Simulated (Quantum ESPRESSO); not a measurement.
# KCaF3 (Pm-3m): third-order response

Which lines does KCaF3 (Pm-3m) show in Raman and infrared spectra?

Calculated with Quantum ESPRESSO 8.0 development, patched; DFT LDA, scalar-relativistic, plane waves, PseudoDojo norm-conserving pseudopotentials.

## 1. Set-up

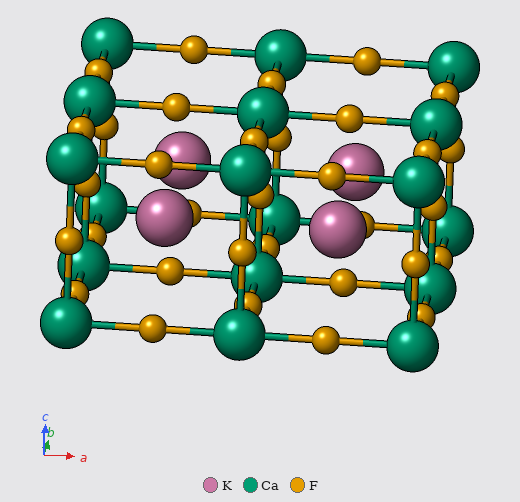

The starting structure, seen slightly off an axis (potassium pink, calcium teal, fluorine orange). 2×2×1 cells are drawn. Some periodic images of atoms are drawn too.

## 2. A first look

Before anything dear is run, a loose run with smearing shows whether this is a metal and how far the cell is from rest.

probe.in

```
&control
   calculation = 'scf'
   prefix = 'x'
   outdir = './tmp'
   pseudo_dir = './pseudo'
   tprnfor = .true.
   tstress = .true.
   verbosity = 'high'
/
&system
   ibrav = 1
   celldm(1) = 8.46923471
   nat = 5
   ntyp = 3
   ecutwfc = 84.0
   occupations = 'smearing'
   smearing = 'gaussian'
   degauss = 0.01
/
&electrons
   conv_thr = 1.0d-07
   mixing_beta = 0.7
   electron_maxstep = 100
/
ATOMIC_SPECIES
 K      39.0983  K.upf
 Ca     40.0780  Ca.upf
 F      18.9984  F.upf
ATOMIC_POSITIONS crystal
 K      0.500000000   0.500000000   0.500000000
 Ca     0.000000000   0.000000000   0.000000000
 F      0.000000000   0.500000000   0.000000000
 F      0.000000000   0.000000000   0.500000000
 F      0.500000000   0.000000000   0.000000000
K_POINTS automatic
 4 4 4 0 0 0
```

Run with:

```
$ OMP_NUM_THREADS=1 mpirun -n 4 pw.x -nk 4 -in probe.in > probe.out
```

Log:

```text
[banners, grids, parts of the stress and lines that vanish by symmetry left out]
Program PWSCF v.8.0dev
     bravais-lattice index     =            1
     lattice parameter (alat)  =       8.4692  a.u.
[...]
kinetic-energy cutoff     =      84.0000  Ry
     charge density cutoff     =     336.0000  Ry
     scf convergence threshold =      1.0E-07
[...]
Exchange-correlation= SLA-PW-NOGX-NOGC
                           (   1   4   0   0   0   0   0)
[...]
48 Sym. Ops., with inversion, found
[...]
(     0          1          0      )
                  (     0          0          1      )
[...]
(  0.0000000  1.0000000  0.0000000 )
                  (  0.0000000  0.0000000  1.0000000 )
[...]
(     0         -1          0      )
                  (     0          0          1      )
[...]
( -1.0000000  0.0000000  0.0000000 )
                  (  0.0000000  1.0000000  0.0000000 )
[...]
number of k points=    10  Gaussian smearing, width (Ry)=  0.0100
[...]
End of self-consistent calculation
[...]
the Fermi energy is     3.7681 ev
!    total energy              =    -285.40278404 Ry
[...]
convergence has been achieved in   8 iterations
[...]
atom    1 type  1   force =     0.00000000    0.00000000    0.00000000
     atom    2 type  2   force =     0.00000000    0.00000000    0.00000000
     atom    3 type  3   force =     0.00000000    0.00000000    0.00000000
     atom    4 type  3   force =     0.00000000    0.00000000    0.00000000
     atom    5 type  3   force =     0.00000000    0.00000000    0.00000000
[...]
Total force =     0.000000     Total SCF correction =     0.000000
[...]
total   stress  (Ry/bohr**3)                   (kbar)     P=      -54.40
[...]
XML data file, charge density, pseudopotentials, collected wavefunctions

   JOB DONE.
```

The job ended after 4.8 s (4 MPI ranks of AMD EPYC 9R45 (Zen 5), shared host).

Numbers from this step:

```yaml
volume_per_atom: 18.00 Å³
pressure: -5.44 GPa
gap_on_the_k_mesh: 5.823 eV
```

A gap of 5.8 eV opens on this mesh, so the crystal is taken as an insulator; the start stands at -5.4 GPa.

## 3. Relaxing the cell and atoms

The relaxation runs at a cutoff a fifth above that of the response, since stress converges more slowly with the basis than frequencies do. Forces and stress are brought to rest with tight thresholds.

relax.in

```
&control
   calculation = 'vc-relax'
   prefix = 'x'
   outdir = './tmp'
   pseudo_dir = './pseudo'
   tprnfor = .true.
   tstress = .true.
   forc_conv_thr = 2.0d-05
   etot_conv_thr = 1.0d-07
   nstep = 40
/
&system
   ibrav = 1
   celldm(1) = 8.46923471
   nat = 5
   ntyp = 3
   ecutwfc = 101
   occupations = 'fixed'
   nbnd = 22
/
&electrons
   conv_thr = 1.0d-11
   mixing_beta = 0.7
   electron_maxstep = 100
/
&ions
/
&cell
   press_conv_thr = 0.2
/
ATOMIC_SPECIES
 K      39.0983  K.upf
 Ca     40.0780  Ca.upf
 F      18.9984  F.upf
ATOMIC_POSITIONS crystal
 K      0.500000000   0.500000000   0.500000000
 Ca     0.000000000   0.000000000   0.000000000
 F      0.000000000   0.500000000   0.000000000
 F      0.000000000   0.000000000   0.500000000
 F      0.500000000   0.000000000   0.000000000
K_POINTS automatic
 6 6 6 0 0 0
```

Run with:

```
$ OMP_NUM_THREADS=1 mpirun -n 4 pw.x -nk 4 -in relax.in > relax.out
```

Log:

```text
[banners, grids, parts of the stress and lines that vanish by symmetry left out]
[banner, memory and clock lines left out]
Program PWSCF v.8.0dev

[...]
kinetic-energy cutoff     =     101.0000  Ry
     charge density cutoff     =     404.0000  Ry
     scf convergence threshold =      1.0E-11
[...]
energy convergence thresh.=      1.0E-07
     force convergence thresh. =      2.0E-05
     press convergence thresh. =      2.0E-01
     Exchange-correlation= SLA-PW-NOGX-NOGC
                           (   1   4   0   0   0   0   0)
[...]
48 Sym. Ops., with inversion, found
[...]
number of k points=    20
[...]
c_bands: 1 eigenvalues not converged on the other pools
[...]
c_bands:  1 eigenvalues not converged
     c_bands: 1 eigenvalues not converged on the other pools
[...]
End of self-consistent calculation
[...]
highest occupied, lowest unoccupied level (ev):     0.8031    6.6263
!    total energy              =    -285.40287209 Ry
[...]
convergence has been achieved in  14 iterations
[...]
atom    1 type  1   force =     0.00000000    0.00000000    0.00000000
     atom    2 type  2   force =     0.00000000    0.00000000    0.00000000
     atom    3 type  3   force =     0.00000000    0.00000000    0.00000000
     atom    4 type  3   force =     0.00000000    0.00000000    0.00000000
     atom    5 type  3   force =     0.00000000    0.00000000    0.00000000
     Total force =     0.000000     Total SCF correction =     0.000000
[...]
total   stress  (Ry/bohr**3)                   (kbar)     P=      -54.43
[...]
number of bfgs steps    =   0
[...]
CELL_PARAMETERS (alat=  8.46923471)
[...]
ATOMIC_POSITIONS (crystal)
K                0.5000000000        0.5000000000        0.5000000000
Ca               0.0000000000        0.0000000000        0.0000000000
F                0.0000000000        0.5000000000        0.0000000000
F                0.0000000000        0.0000000000        0.5000000000
[...]
New effective cutoffs (rho, wfc):  411.57  102.89
[...]
c_bands: 1 eigenvalues not converged on the other pools
[...]
c_bands: 1 eigenvalues not converged on the other pools
[...]
End of self-consistent calculation
[...]
highest occupied, lowest unoccupied level (ev):     0.9998    6.9455
!    total energy              =    -285.40845885 Ry
[...]
convergence has been achieved in   9 iterations
[...]
atom    1 type  1   force =     0.00000000    0.00000000    0.00000000
     atom    2 type  2   force =     0.00000000    0.00000000    0.00000000
     atom    3 type  3   force =     0.00000000    0.00000000    0.00000000
     atom    4 type  3   force =     0.00000000    0.00000000    0.00000000
     atom    5 type  3   force =     0.00000000    0.00000000    0.00000000
     Total force =     0.000000     Total SCF correction =     0.000000
[...]
total   stress  (Ry/bohr**3)                   (kbar)     P=      -43.66
[...]
number of bfgs steps    =   1
[...]
CELL_PARAMETERS (alat=  8.46923471)
[...]
ATOMIC_POSITIONS (crystal)
[...]
New effective cutoffs (rho, wfc):  423.34  105.84
[...]
c_bands:  1 eigenvalues not converged
[...]
c_bands: 1 eigenvalues not converged on the other pools
[...]
End of self-consistent calculation
[...]
number of bfgs steps    =   3
[...]
CELL_PARAMETERS (alat=  8.46923471)
[...]
ATOMIC_POSITIONS (crystal)
[...]
New effective cutoffs (rho, wfc):  435.26  108.82
[...]
End of self-consistent calculation
[...]
highest occupied, lowest unoccupied level (ev):     1.6364    7.9758
!    total energy              =    -285.41615459 Ry
[...]
convergence has been achieved in  10 iterations
[...]
Total force =     0.000000     Total SCF correction =     0.000000
[...]
total   stress  (Ry/bohr**3)                   (kbar)     P=       -0.37
[...]
number of bfgs steps    =   4
[...]
CELL_PARAMETERS (alat=  8.46923471)
[...]
ATOMIC_POSITIONS (crystal)
[...]
New effective cutoffs (rho, wfc):  435.43  108.86
[...]
End of self-consistent calculation
[...]
highest occupied, lowest unoccupied level (ev):     1.6409    7.9832
!    total energy              =    -285.41615498 Ry
[...]
convergence has been achieved in   7 iterations
[...]
Total force =     0.000000     Total SCF correction =     0.000000
[...]
total   stress  (Ry/bohr**3)                   (kbar)     P=       -0.00
[...]
number of bfgs steps    =   5
[...]
small trust_radius: resetting bfgs history
[...]
CELL_PARAMETERS (alat=  8.46923471)
[...]
ATOMIC_POSITIONS (crystal)
[...]
New effective cutoffs (rho, wfc):  435.43  108.86
[...]
End of self-consistent calculation
[...]
highest occupied, lowest unoccupied level (ev):     1.6410    7.9833
!    total energy              =    -285.41615498 Ry
[...]
convergence has been achieved in   3 iterations
[...]
atom    3 type  3   force =     0.00000000    0.00000000    0.00000000
     atom    4 type  3   force =     0.00000000    0.00000000    0.00000000
     atom    5 type  3   force =     0.00000000    0.00000000    0.00000000
     Total force =     0.000000     Total SCF correction =     0.000000
[...]
total   stress  (Ry/bohr**3)                   (kbar)     P=       -0.00
[...]
bfgs converged in   7 scf cycles and   6 bfgs steps
[...]
End of BFGS Geometry Optimization
     Final enthalpy           =    -285.4161549779 Ry
     File ./tmp/x.bfgs deleted, as requested
[...]
CELL_PARAMETERS (alat=  8.46923471)
[...]
ATOMIC_POSITIONS (crystal)
[...]
F                0.0000000000        0.0000000000        0.5000000000
F                0.5000000000        0.0000000000        0.0000000000
[...]
Final scf calculation at the relaxed structure.
[...]
kinetic-energy cutoff     =     101.0000  Ry
     charge density cutoff     =     404.0000  Ry
     scf convergence threshold =      1.0E-13
[...]
press convergence thresh. =      2.0E-01
     Exchange-correlation= SLA-PW-NOGX-NOGC
                           (   1   4   0   0   0   0   0)
[...]
48 Sym. Ops., with inversion, found
[...]
number of k points=    20
[...]
c_bands: 1 eigenvalues not converged on the other pools
[...]
c_bands: 3 eigenvalues not converged on the other pools
[...]
End of self-consistent calculation
[...]
highest occupied, lowest unoccupied level (ev):     1.6409    7.9833
!    total energy              =    -285.41613845 Ry
[...]
convergence has been achieved in  14 iterations
[...]
atom    1 type  1   force =     0.00000000    0.00000000    0.00000000
     atom    2 type  2   force =     0.00000000    0.00000000    0.00000000
     atom    3 type  3   force =     0.00000000    0.00000000    0.00000000
     atom    4 type  3   force =     0.00000000    0.00000000    0.00000000
     atom    5 type  3   force =     0.00000000    0.00000000    0.00000000
     Total force =     0.000000     Total SCF correction =     0.000000
[...]
total   stress  (Ry/bohr**3)                   (kbar)     P=       -0.07
[...]
XML data file, charge density, pseudopotentials, collected wavefunctions
```

Elapsed: 74 s, on 4 MPI ranks; 4.9 min of CPU time.

The steps of the relaxation:

```
step  energy less that of the first step (eV)  largest force (eV/Å)  pressure (GPa)  volume (Å³)
   1                                   0.0000                0.0000           -5.44        90.02
   2                                  -0.0760                0.0000           -4.37        87.54
   3                                  -0.1536                0.0000           -2.41        83.92
   4                                  -0.1799                0.0000            0.47        79.86
   5                                  -0.1807                0.0000           -0.04        80.49
   6                                  -0.1807                0.0000            0.00        80.45
   7                                  -0.1807                0.0000            0.00        80.45
   8                                  -0.1805                0.0000           -0.01        80.45
```

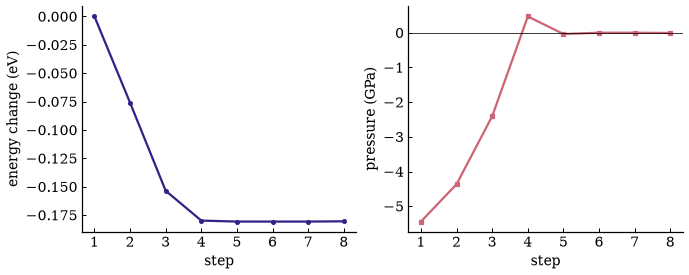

Energy and pressure along the relaxation.

```
conventional cell, symmetrised  before  after   change
                         a (Å)   4.482  4.317   -3.7 %
                         b (Å)   4.482  4.317   -3.7 %
                         c (Å)   4.482  4.317   -3.7 %
              volume (Å³/atom)   18.00  16.09  -10.6 %
```

Final coordinates:

```xyz
5
Lattice="4.3169 0.0000 0.0000 0.0000 4.3169 0.0000 0.0000 0.0000 4.3169" Properties=species:S:1:pos:R:3 pbc="T T T"
K     2.1584    2.1584    2.1584
Ca    0.0000    0.0000    0.0000
F     0.0000    2.1584    0.0000
F     0.0000    0.0000    2.1584
F     2.1584    0.0000    0.0000
```

The last row of the table of steps is pw.x's closing run on a basis chosen anew for the final cell, so its energy can jump.

This step gave:

| Quantity | Value |
| --- | --- |
| volume per atom | 16.09 Å³ |
| pressure | -0.007000 GPa |
| gap on the k-mesh | 6.342 eV |

The volume changes by -10.6 % from the cell with which this run began.

## 4. Ground state

The response is built on this ground state, so it is converged far tighter than an energy would need. With a gap, occupations are fixed, which also allows the response to an electric field.

scf.in

```
&control
   calculation = 'scf'
   prefix = 'x'
   outdir = './tmp'
   pseudo_dir = './pseudo'
   tprnfor = .true.
   tstress = .true.
/
&system
   ibrav = 1
   celldm(1) = 8.15772259
   nat = 5
   ntyp = 3
   ecutwfc = 84.0
   occupations = 'fixed'
   nbnd = 22
/
&electrons
   conv_thr = 1.0d-12
   mixing_beta = 0.7
   electron_maxstep = 100
/
ATOMIC_SPECIES
 K      39.0983  K.upf
 Ca     40.0780  Ca.upf
 F      18.9984  F.upf
ATOMIC_POSITIONS crystal
 K      0.500000000   0.500000000   0.500000000
 Ca     0.000000000   0.000000000   0.000000000
 F      0.000000000   0.500000000   0.000000000
 F      0.000000000   0.000000000   0.500000000
 F      0.500000000   0.000000000   0.000000000
K_POINTS automatic
 6 6 6 0 0 0
```

Run with:

```
$ OMP_NUM_THREADS=1 mpirun -n 4 pw.x -nk 4 -in scf.in > scf.out
```

Log:

```text
[banners, grids, parts of the stress and lines that vanish by symmetry left out]
[banner, memory and clock lines left out]
Program PWSCF v.8.0dev

[...]
kinetic-energy cutoff     =      84.0000  Ry
     charge density cutoff     =     336.0000  Ry
     scf convergence threshold =      1.0E-12
[...]
Exchange-correlation= SLA-PW-NOGX-NOGC
                           (   1   4   0   0   0   0   0)
[...]
48 Sym. Ops., with inversion, found
[...]
number of k points=    20
[...]
c_bands: 4 eigenvalues not converged on the other pools
[...]
c_bands: 1 eigenvalues not converged on the other pools
[...]
End of self-consistent calculation
[...]
highest occupied, lowest unoccupied level (ev):     1.6409    7.9833
!    total energy              =    -285.41606299 Ry
[...]
convergence has been achieved in  13 iterations
[...]
atom    1 type  1   force =     0.00000000    0.00000000    0.00000000
     atom    2 type  2   force =     0.00000000    0.00000000    0.00000000
     atom    3 type  3   force =     0.00000000    0.00000000    0.00000000
     atom    4 type  3   force =     0.00000000    0.00000000    0.00000000
     atom    5 type  3   force =     0.00000000    0.00000000    0.00000000
     Total force =     0.000000     Total SCF correction =     0.000000
[...]
total   stress  (Ry/bohr**3)                   (kbar)     P=       -0.10
[...]
XML data file, charge density, pseudopotentials, collected wavefunctions
```

Wall time 10 s (4 MPI ranks).

Read from the output:

```
pressure : -0.01 GPa
```

The cell stands at -0.01 GPa, close enough for phonons.

(Continued in part 2 of 2.)

[Host names and launcher messages were left out of these logs when they were recorded.]

[Logs are printed without paths, hosts, clocks, repeated set-up lines and the standing remarks that a program may print on its own settings, such as how far it seeks lower states.]

[Hosts, paths, dates, database ids (printed as entryN), source tags and the programs' standing remarks are cut or masked in the printed files.]
